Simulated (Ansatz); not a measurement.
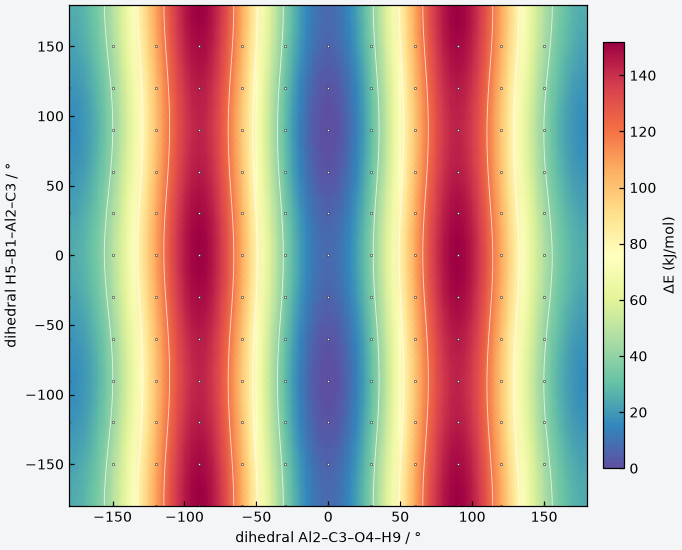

CH5AlBO, SMILES [BH2][AlH][CH+]O, charge +1. 
- Coordinates scanned: (1) dihedral Al2–C3–O4–H9; (2) dihedral H5–B1–Al2–C3.
- Nothing is relaxed (all other coordinates rigid).
- The scan uses a 12 × 12 grid.
- Points are written as (first, second).
- Energies are in kJ/mol, from the lowest grid point.
- Computed with Ansatz 0.2.0, RKS B3LYP-D4/def2-TZVP.

Drawn: a smooth colour map with a few white contour lines, dots at the grid points. Between grid points the surface is interpolated.

The lowest grid point is at (0°, 90°); the map holds 2 wells of about this depth. Higher local minima lie near (−180°, −90°) (16 kJ/mol above the lowest at that grid point); (−180°, 90°) (16 kJ/mol above the lowest at that grid point). The highest grid point, (90°, −180°), lies 152 kJ/mol above the lowest. On the interpolated surface the easiest way out of the lowest well to a well of about the same depth near (0°, −90°) passes a barrier of about 7.7 kJ/mol. Round the minimum the two coordinates are nearly uncoupled.

The level of theory is changed to RHF/def2-TZVP in Ansatz 0.2.0; with it change the reference geometry, relaxed at the new level; the new grid has 18 × 18 points, laid about the new relaxed structure.

How does the landscape change?

The minimum (interpolated where it lies between grid points) moves from (0°, 90°) to about (0°, −90°). The span from the lowest to the highest grid point shrinks from 152 to 127 kJ/mol. The easiest pass out of the lowest well goes from about 7.7 to about 4.5 kJ/mol on the interpolated surfaces.

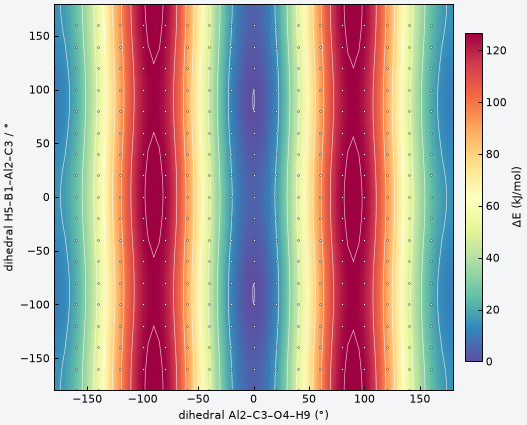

The map after the change, on a colour scale of its own. In the figure: a smooth colour map with a few white contour lines, dots at the grid points. Between grid points the surface is interpolated.
